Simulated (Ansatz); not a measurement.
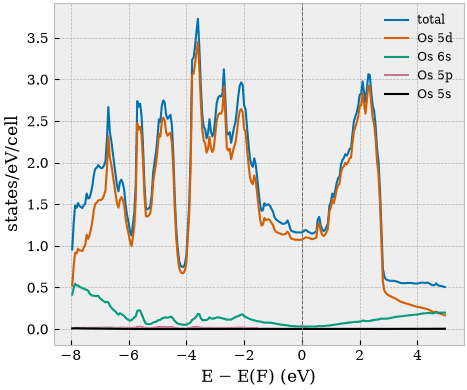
Figure. Total and projected density of states of Os (hcp (Mg type), P6_3/mmc), the program Ansatz at the LDA level (PAW)

Which orbitals carry the states next to the Fermi level?

Within 0.5 eV of the Fermi level: Os 5d 93 %. Projections are on Löwdin-orthogonalised atomic valence shells; empty p or d shells of many metals are not among them.

Where is the tallest occupied peak in this window, and what makes it?

Near -3.6 eV, about 3.7 states/eV per cell; the largest projected share is Os 5d.

Symmetry was held in the LDA relaxation. The run is not spin-polarised. Scalar-relativistic: spin–orbit coupling is off unless named, which matters more the heavier the elements.

Potentials: the later of the program's two PAW sets.
